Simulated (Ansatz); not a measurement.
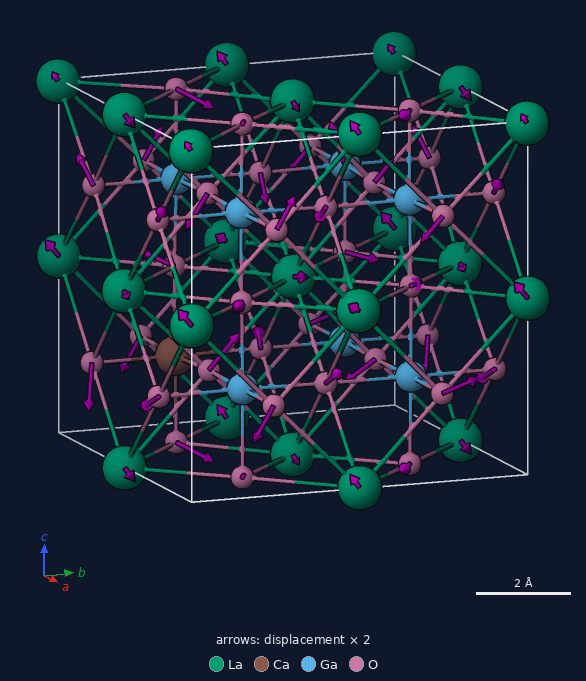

This is a relaxation of a defect cell of composition La₈CaGa₇O₂₃ (cell charge −1). The starting structure is drawn; purple arrows show the displacements, 2 times their true length.

A ball-and-stick model of the cell of the calculation, seen slightly off an axis.

Method: DFT, PBEsol, PAW, plane waves (Ansatz).

The input:
```yaml
crystal:
  lattice:
    - [7.729308, 0.000000, 0.000000]
    - [0.000000, 7.729308, 0.000000]
    - [0.000000, 0.000000, 7.729308]
  atoms:
    - { symbol: La, position: [0.997604, 0.999201, 0.993862] }
    - { symbol: La, position: [0.003583, 0.999279, 0.499878] }
    - { symbol: La, position: [0.997351, 0.501288, 0.001381] }
    - { symbol: La, position: [0.995833, 0.498731, 0.502172] }
    - { symbol: La, position: [0.499071, 0.998485, 0.998594] }
    - { symbol: La, position: [0.503938, 0.994945, 0.500350] }
    - { symbol: La, position: [0.501416, 0.497576, 0.998067] }
    - { symbol: La, position: [0.499046, 0.501663, 0.500532] }
    - { symbol: Ca, position: [0.250548, 0.247228, 0.247493] }
    - { symbol: Ga, position: [0.254169, 0.249993, 0.748425] }
    - { symbol: Ga, position: [0.248886, 0.751886, 0.248683] }
    - { symbol: Ga, position: [0.255391, 0.750888, 0.749861] }
    - { symbol: Ga, position: [0.747060, 0.251971, 0.250818] }
    - { symbol: Ga, position: [0.752193, 0.244581, 0.751387] }
    - { symbol: Ga, position: [0.752426, 0.750771, 0.248337] }
    - { symbol: Ga, position: [0.749192, 0.747605, 0.748220] }
    - { symbol: O, position: [0.254325, 0.248959, 0.003221] }
    - { symbol: O, position: [0.247604, 0.246175, 0.500726] }
    - { symbol: O, position: [0.250168, 0.753320, 0.501495] }
    - { symbol: O, position: [0.746703, 0.251186, 0.000729] }
    - { symbol: O, position: [0.750868, 0.247327, 0.496974] }
    - { symbol: O, position: [0.749327, 0.748431, 0.000610] }
    - { symbol: O, position: [0.749596, 0.751917, 0.504513] }
    - { symbol: O, position: [0.996916, 0.245631, 0.253312] }
    - { symbol: O, position: [0.999101, 0.253291, 0.750130] }
    - { symbol: O, position: [0.001145, 0.745553, 0.249593] }
    - { symbol: O, position: [0.000619, 0.748251, 0.751751] }
    - { symbol: O, position: [0.499651, 0.249210, 0.255237] }
    - { symbol: O, position: [0.498941, 0.245808, 0.755917] }
    - { symbol: O, position: [0.498974, 0.745575, 0.247969] }
    - { symbol: O, position: [0.496823, 0.742755, 0.747439] }
    - { symbol: O, position: [0.250781, 0.999523, 0.246644] }
    - { symbol: O, position: [0.249524, 0.004796, 0.747990] }
    - { symbol: O, position: [0.252366, 0.501594, 0.249413] }
    - { symbol: O, position: [0.253230, 0.499925, 0.746138] }
    - { symbol: O, position: [0.751747, 0.000457, 0.249651] }
    - { symbol: O, position: [0.749248, 0.998790, 0.748875] }
    - { symbol: O, position: [0.750572, 0.498315, 0.248939] }
    - { symbol: O, position: [0.750722, 0.498461, 0.747134] }
  symmetry: { detect: false }
kpoints:
  mp_grid: { grid: [1, 1, 1], shift: [0.25, 0.25, 0.25] }
hamiltonian:
  xc: pbesol
total_charge: -1
scf:
  occupations: { method: fermi_dirac, width: 0.01 }
relax:
  f_tol: 0.03
  max_steps: 80
  escape_saddle: false
  adjacent_minimum: "off"
output:
  forces: true
  eigenvalues: true
  populations: true
  charged_corrections: { epsilon: 27 }
```

Launched with:
```bash
ansatz run in.yaml --threads 8 --pin off --max-ram 13300MiB --runs-dir r --events-out ev --progress --plain
```

> What happened in the run?

O32 moves most: 0.58 Å along [2 −1 −3]. Largest moves by element: O 0.58 Å, Ga 0.51 Å, La 0.28 Å, Ca 0.03 Å. The cell stays as it was. Near-neighbour distances that change, for instance: La2–O32 2.735 → 3.424 Å, La8–O21 2.767 → 3.402 Å, La2–O36 2.744 → 3.360 Å, Ga12–O19 1.920 → 2.532 Å. Bonds break: Ga12–O19 (1.92 → 2.53 Å). Among the angles between lasting bonds that change: Ga10–O35–Ga12 178.5° → 142.2°, Ca9–O32–Ga11 179.2° → 146.5°, Ga12–O27–Ga16 178.7° → 148.0°. The energy falls by 5.567 eV per cell of the calculation in 13 accepted moves (14 points after the start). Largest force component: 6.3 eV/Å at the start, 0.011 eV/Å at the end. The line search rejected the trial step at point 10 of the run. Cost: 43 s on 8 threads of Intel(R) Xeon(R) Platinum 8488C, peak memory 1 GiB.

Limits of the set-up: the periodic images lie only 7.7 Å apart, so the values are limited by the cell's size; the cell is charged, on a uniform background, and energies carry no finite-size correction.
